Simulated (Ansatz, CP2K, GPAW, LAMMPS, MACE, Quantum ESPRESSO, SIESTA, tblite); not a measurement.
# GPAW runs on aqueous Ca2+ and HSO4-, 2.3 mol of salt per kg of water at 360 K (85 atoms), part 2 of 2

How do the settings of GPAW change the result for aqueous Ca2+ and HSO4-, 2.3 mol of salt per kg of water at 360 K (85 atoms)? A plane-wave run serves as the yardstick.

Program: GPAW 26.7.0; the method stands at each step. Banners, paths, timers and routine set-up lines are dropped from the logs unmarked, and long logs keep their key lines alone; longer cuts are marked.

So far. Step 2 (PBE, LCAO dzp, h 0.18 Å): Forces lie 78 % from the reference's, at 2.4 times its CPU time (on 1 against 4 cores). Step 3 (PBE, LCAO szp(dzp), h 0.18 Å): Against the first run (78 %), the force difference from the reference is 253 %, at 0.83 times the CPU time, with 522 basis functions against 721: the smaller basis costs accuracy.

## Step 4: PBE, LCAO sz(dzp), h 0.18 Å

Method: Kohn-Sham DFT, PBE, PAW, atomic orbitals (sz(dzp)).

Input file run.py:

```python
import numpy as np
from ase.io import read
from gpaw import GPAW, FermiDirac

atoms = read("structure.xyz")
atoms.calc = GPAW(
    mode="lcao",
    basis="sz(dzp)",
    h=0.18,
    xc="PBE",
    kpts={"size": (1, 1, 1), "gamma": True},
    occupations=FermiDirac(0.05),
    maxiter=200,
    symmetry={"point_group": False},
    txt="gpaw.txt",
)
energy = atoms.get_potential_energy(force_consistent=True)
forces = atoms.get_forces()
print(f"energy {energy:.6f} eV")
print("forces (eV/A)")
for i, (a, f) in enumerate(zip(atoms, forces)):
    print(f"{i:4d} {a.symbol:2s} {f[0]:10.5f} {f[1]:10.5f} {f[2]:10.5f}")
print(f"Fermi level {atoms.calc.get_fermi_level():.4f} eV")
for k in range(len(atoms.calc.get_ibz_k_points())):
    for s in range(atoms.calc.get_number_of_spins()):
        e = atoms.calc.get_eigenvalues(kpt=k, spin=s)
        n = np.searchsorted(e, atoms.calc.get_fermi_level())
        print(f"k {k} spin {s} levels about the Fermi level:", np.round(e[max(n - 6, 0):n], 4).tolist(), "|", np.round(e[n:n + 6], 4).tolist())
```

Input file structure.xyz:

```xyz
85
Lattice="9.34568 0.00000 0.00000 0.00000 9.34568 0.00000 0.00000 0.00000 9.34568" Properties=species:S:1:pos:R:3 pbc="T T T"
[... 85 atom lines left out: the same atoms as in the first run ...]
```

The run is started by

```
> OMP_NUM_THREADS=1 python run.py > output.txt
```

The program printed:

```text
energy -297.753427 eV
forces (eV/A)
   0 O     2.19687    2.41951   -7.64518
   1 S    -0.58724    2.39000    0.09835
   2 O   -13.68287   -1.72644    1.35060
   3 O     5.89179    5.89031    9.82172
   4 O     6.73082  -12.84741   -5.23835
   5 H    -0.46782    4.34529    0.96401
   6 O    -8.47071   -1.34196   -2.80007
   7 S    -3.03377   -2.46213   -0.42364
   8 O     8.56880    4.04262  -13.70484
   9 O    -1.39657  -12.02444    0.40776
  10 O     6.04944    7.72186   14.54205
  11 H    -0.98778    4.84470    2.17461
  12 O    -4.62900   -2.48609   -0.30242
  13 H     2.46345    2.00418    3.10733
  14 H     2.66599   -0.34762   -2.21057
  15 O     1.15356    4.01401   -2.46172
  16 H     2.54386   -3.21282    0.14618
  17 H    -3.30956   -0.66189    2.29034
  18 O     1.97351   -1.41838   -3.55198
  19 H    -2.97992    1.59495    0.07145
  20 H     1.13865   -0.11794    3.20279
  21 O    -0.62730   -2.89537   -3.13710
  22 H    -2.96142    1.91375    1.36322
  23 H     3.22513    0.62808    1.61370
[...]
77 H     3.41100   -1.92821    0.33311
  78 O    -2.63613   -3.79406    1.15955
  79 H    -0.35840    1.78954   -2.90639
  80 H     2.78379    2.38866    1.32327
  81 O     3.26340    0.65290   -3.65910
  82 H    -0.28138    1.42988    3.19948
  83 H    -2.77367   -2.33810    0.42062
  84 Ca   -0.54690    0.11700   -0.07260
Fermi level 1.1324 eV
k 0 spin 0 levels about the Fermi level: [-0.7963, -0.5765, -0.4803, -0.402, -0.2164, -0.0446] | [3.4239, 4.2714, 5.1157, 5.2059, 5.4623, 6.0124]
```

gpaw.txt:

```text
Input parameters:
  mode=LCAO(),
  basis={'default': 'sz(dzp)'},
  h=0.18,
  kpts=MonkhorstPack(size=(1, 1, 1), gamma=True),
  maxiter=200,
  occupations=Occupations(name='fermi-dirac', width=0.05, fixmagmom=False),
  symmetry=Symmetry(point_group=False),
  xc=XC(name='PBE')
Unit cell  # Å
| periodic |        x |        y |        z |  lengths |    angles |
[... lines left out ...]
  Fermi-Dirac:
[... lines left out ...]
convergence criteria:
- Maximum [total energy] change in last 3 cyles: 0.0005 eV / valence electron
[... lines left out ...]
Converged in 10 steps
[... lines left out ...]
  Free energy:    -297.753427
  Extrapolated:   -297.753427
dipole moment: (-8.711350, -46.696464, -14.800958)  # |e|*Ang
Fermi level: 1.132
Eigenvalues  # (at kpt = [0.000, 0.000, 0.000])
| band index |      eig [eV] | occ [0-2] |
|------------|---------------|-----------|
|          0 |       -36.806 |     2.000 |
|        ... |               |           |
|        124 |        -0.934 |     2.000 |
|        125 |        -0.854 |     2.000 |
[...]
|        139 |         6.368 |     0.000 |
|        ... |               |           |
|        162 |         9.861 |     0.000 |
Gap: 3.469 eV
Transition (v -> c):
  (s=0, k=0, n=131, [0.00, 0.00, 0.00]) -> (s=0, k=0, n=132, [0.00, 0.00, 0.00])
No difference between direct/indirect transitions
Force computation time: 2.476  # s
timing:  # [seconds]
  Total:  25.046  # ━━━━━━━━━━━━━━━━━━━━━━━━━━━━━━━━━━━━━━━━━━━━━━━━━━━━━━━━━
  Init:    5.474  # ━━━━━━━━━━━━╸
  SCF:    17.065  # ━━━━━━━━━━━━━━━━━━━━━━━━━━━━━━━━━━━━━━━
  Forces:  2.477  # ━━━━━╸
```

It took 26 s on 1 thread of Arm Neoverse V1, shared host; peak memory 0.66 GiB.

Compared with the plane-wave run:

| Property | Result |
| --- | --- |
| r.m.s. force component | 3.282 eV/Å |
| r.m.s. difference of force components | 3525 meV/Å |
| longest difference of force vectors | 15840 meV/Å |
| force difference over r.m.s. force | 557.3 % |
| slope of forces against the reference's | -1.566 |
| correlation of force components | -0.3019 |
| gap (highest filled to lowest empty level) | 3.469 eV |
| gap difference | -0.6436 eV |

This is a coarse setting, run to see what it loses.

Against the first run (78 %), the force difference from the reference is 557 %, at 0.48 times the CPU time, with 199 basis functions against 721: the smaller basis costs accuracy.

## Step 5: All runs compared

Differences are against the plane-wave reference, forces as r.m.s. over components; share is that over the reference's r.m.s. force, slope the least-squares factor from reference forces to these. Total energies of different programs have different zeros and aren't compared.

```tsv
run	Δ force, r.m.s. (meV/Å)	share (%)	slope	Δ gap (eV)	cores	CPU time	memory (GiB)
reference	-	-	-	-	4	23 s	0.87
GPAW PBE, LCAO dzp, h 0.18 Å	494	78.1	0.639	0.188	1	54 s	0.82
GPAW PBE, LCAO szp(dzp), h 0.18 Å (coarse)	1599	253	-0.497	0.745	1	45 s	0.79
GPAW PBE, LCAO sz(dzp), h 0.18 Å (coarse)	3525	557	-1.566	-0.644	1	26 s	0.66
```

Rows marked coarse were listed beforehand as settings not expected to be converged; some can still land near the reference.

CPU time is summed over cores on a shared host, where runs went side by side, so it is rough. Symmetry, cutoffs, thresholds, outputs and thread counts weren't matched or tuned between programs; memory under MPI is the largest rank's times the ranks.

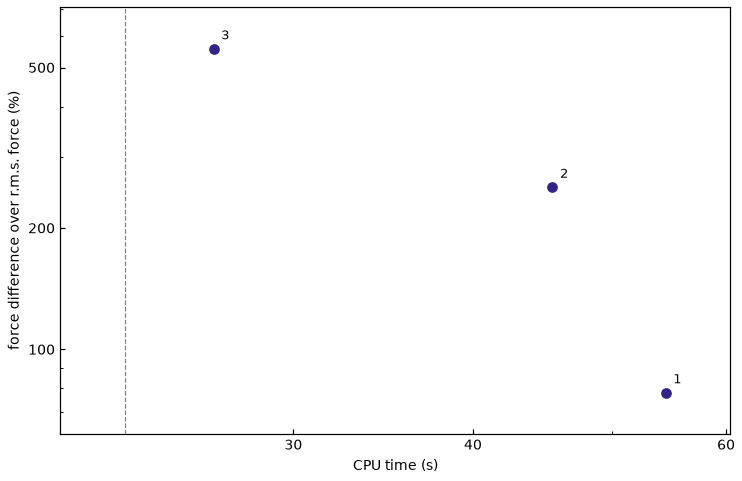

Force difference against CPU time; the dashed line marks the reference's time. Points: 1 GPAW PBE, LCAO dzp, h 0.18 Å; 2 GPAW PBE, LCAO szp(dzp), h 0.18 Å; 3 GPAW PBE, LCAO sz(dzp), h 0.18 Å.

## Step 6: Outcome

```yaml
nearest_in_forces: GPAW PBE, LCAO dzp, h 0.18 Å, 78 %
its_cpu_time: 54 s
```

**Reading.** The PBE run in local orbitals, coarse settings apart, differs by 78 % (GPAW PBE, LCAO dzp, h 0.18 Å); basis, grid and potentials can all enter, and differences of this size make the forces unusable. Runs with settings chosen to be coarse differ by 253 % (GPAW PBE, LCAO szp(dzp), h 0.18 Å) to 557 % (GPAW PBE, LCAO sz(dzp), h 0.18 Å), their programs' other errors included. None of the electronic-structure runs in the table takes under half the reference's CPU time of 23 s; they take 1.2 to 2.4 times as much. In GPAW PBE, LCAO dzp, h 0.18 Å the difference has nearly one length on every H (0.67 eV/Å) and points along its bond, outwards: this method prefers longer bonds, and stiff bonds to hydrogen turn a small shift into a large force. At the same functional, gaps differ from the reference's 4.11 eV by between -0.64 and +0.74 eV. A likely cause of the wide gaps: compact atomic orbitals describe empty levels worse than filled ones. With short bonds to hydrogen, sets of potentials differ among themselves by several per cent in forces even at converged cutoffs, so the reference isn't exact here either. The network of contacts between molecules at the start is that of the classical potential that made the cell, and needn't be the one that DFT or experiment would give. The concentration wasn't checked against solubility and may exceed it. The reference's PBE has no dispersion term, which matters for the binding between molecules or layers. The density was typed from a rule of thumb and may lie off the real one at this temperature. The electronic-structure runs sample only Γ, in a cell whose shortest periodic width is 9 Å.

[Also dropped from logs without a mark: logging warnings of Python, and SIESTA's first energy breakdown and zero terms.]

[Logs are printed without paths, hosts, clocks, repeated set-up lines and the standing remarks that a program may print on its own settings, such as how far it seeks lower states.]

[Hosts, paths, dates, database ids (printed as entryN), source tags and the programs' standing remarks are cut or masked in the printed files.]
